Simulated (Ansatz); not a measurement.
# NiSb (P6_3/mmc): the Drude term of Re ε in the infrared

Re ε of NiSb (P6_3/mmc) along x at low photon energies is read from one computed spectrum; the carriers' damping was typed as γ = 0.05 eV. x, y and z are the Cartesian axes of the input cell.

The structure is hexagonal, space group P6_3/mmc (No. 194). Conventional cell: a = 3.928 Å, b = 3.928 Å, c = 5.120 Å, α = 90.00°, β = 90.00°, γ = 120.00°. Sb on site c is surrounded by 6 Ni at 2.60 Å. Ni on site a has 2 Ni at 2.56 Å and 6 Sb at 2.60 Å as nearest neighbours.

Method: Ansatz 0.2.0, LDA, independent particles, k-mesh 12×12×8 with interpolation inside its cells, Gaussian parameter 0.1 eV.

Launch of the response step: `ansatz run input.yaml --threads 4 --pin off --max-ram 8192MiB --backend cpu --events-out ev --progress --plain --runs-dir out`. The run took 4.1 min, on 4 threads of Intel(R) Xeon(R) Processor @ 2.50GHz (Skylake/Cascade Lake) (shared host).

```
photon energy E (eV)  wavelength (µm)    Re ε
                0.25             4.96  -568.9
                0.30             4.13  -384.2
                0.35             3.54  -276.9
                0.40             3.10  -212.7
                0.50             2.48       ?
                0.60             2.07  -109.6
                0.70             1.77   -80.6
```

A Drude term over a constant background gives Re ε = ε_b − ωp²/(E² + γ²), linear in 1/(E² + γ²).

Working, on the rows shown:

| x = 1/(E² + γ²) (eV⁻²) | y = Re ε |
| --- | --- |
| 15.3846 | -568.9 |
| 10.8108 | -384.2 |
| 8 | -276.9 |
| 6.15385 | -212.7 |
| 2.75862 | -109.6 |
| 2.03046 | -80.6 |

Means: x̄ = 7.5231, ȳ = -272.15. Σ(x − x̄)(y − ȳ) = -4612, Σ(x − x̄)² = 127.6. Slope = -4612 / 127.6 = -36.15; intercept = ȳ − slope · x̄ = -0.22829. The line misses the rows shown by at most 13.

Q: Predict the last column of the withheld row from the fit.

A: At x = 3.9604 the line gives y = -143.38. The run gave -146.6, so the interpolation is off by 3.2, 0.7 % of the range in the table.

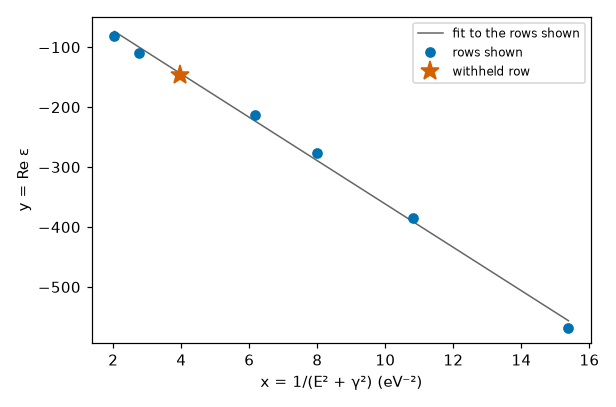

Refitted with all rows, the slope is -36.07 and the intercept -1.1872. These give ωp = √(−slope) = 6.01 eV, against 6.52 eV from the program's Fermi-surface sum, and an intercept of -1.2. Taking the program's Drude term off the rows leaves 86 at the lowest energy and 6 at the highest, so the background isn't constant: interband transitions lie in or near the window, and neither fitted number can be trusted. The cell comes from an older database entry, whose edges can be off by a per cent or so. The values come from a sum over the points of one k-mesh and carry its error, which is largest for Fermi-surface quantities. Spin-orbit coupling is left out.

[Logs are printed without paths, hosts, clocks, repeated set-up lines and the standing remarks that a program may print on its own settings, such as how far it seeks lower states.]
